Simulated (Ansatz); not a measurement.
ZrS$_{2}$ (CdI2 type)

```cif
data_S2Zr
_chemical_formula_sum 'Zr1 S2'
_space_group_name_H-M_alt 'P-3m1'
_space_group_IT_number 164
_space_group_name_Hall '-P 3 2"'
_cell_length_a 3.57813
_cell_length_b 3.57813
_cell_length_c 5.54076
_cell_angle_alpha 90.000
_cell_angle_beta 90.000
_cell_angle_gamma 120.000
loop_
_atom_site_label
_atom_site_type_symbol
_atom_site_symmetry_multiplicity
_atom_site_Wyckoff_symbol
_atom_site_fract_x
_atom_site_fract_y
_atom_site_fract_z
_atom_site_occupancy
Zr1 Zr 1 a 0.00000 0.00000 0.00000 1
S1 S 2 d 0.33333 0.66667 0.26469 1
```

Grid over V/V₀ and (c/a)/(c/a)₀, subscript 0 meaning the relaxed cell; the conventional c axis lies along z; no internal relaxation.

These are PBEsol-D3(BJ) (plane waves to 420 eV, PAW, scalar-relativistic; Ansatz, a quantum-chemistry and plane-wave program) values and carry that method's errors. k mesh 11×11×6 (Γ-centred), Fermi-Dirac smearing 0.05 eV. E stands for the smeared free energy. As the atoms are clamped, bonds stretch with the cell, which overstates energies and stresses. ZrS2 is run without spin polarisation. ZrS2 was relaxed with its symmetry unable to fall. ΔE is measured from the relaxed starting cell.

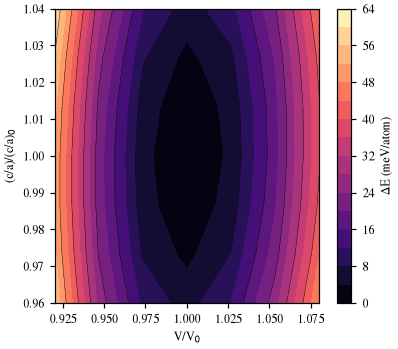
Fig. 1. ΔE (meV/atom) over the 7×7 grid of computed points.

The modulus against c/a change at fixed volume, (3/4V)·∂²E/∂(ln c/a)² (fit, atoms clamped) comes out as 47 GPa, an upper bound as the atoms could relax. Highest place on the grid: V/V₀ = 0.920, (c/a)/(c/a)₀ = 1.040 (60.0 meV/atom). Lowest place on the grid: V/V₀ = 1.000, (c/a)/(c/a)₀ = 1.000 (0.0 meV/atom).

Near the relaxed cell σzz − σxx = −2Cδ (compression positive), C being this modulus and δ the logarithm of the ratio.

(Under strain, the slope of the energy per volume gives the stress and its curvature an elastic modulus.)
